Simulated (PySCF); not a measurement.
SMILES CBr at its CAM-B3LYP/def2-SVP optimised geometry (Å):

```
5

C     -0.7933    -0.2596     0.0000
Br     1.1408    -0.2596     0.0000
H     -1.1408     0.7787     0.0000
H     -1.1408    -0.7787     0.8992
H     -1.1408    -0.7787    -0.8992
```

Method: CAM-B3LYP/def2-TZVP (PySCF). Cells within 0.4 Å of a nucleus heavier than hydrogen are left out (blank, or x).

Map of the Laplacian of the electron density (e/bohr⁵), clipped to [-1.50, 1.50] on the plane z = 0.0 Å:

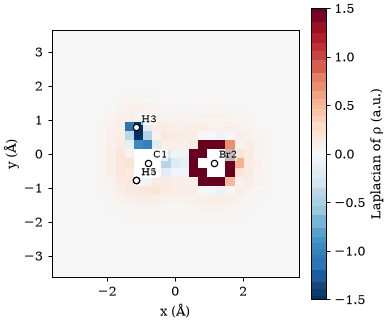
Fig. 1. Laplacian of the electron density (e/bohr⁵), clipped to [-1.50, 1.50] on the plane z = 0.0 Å.
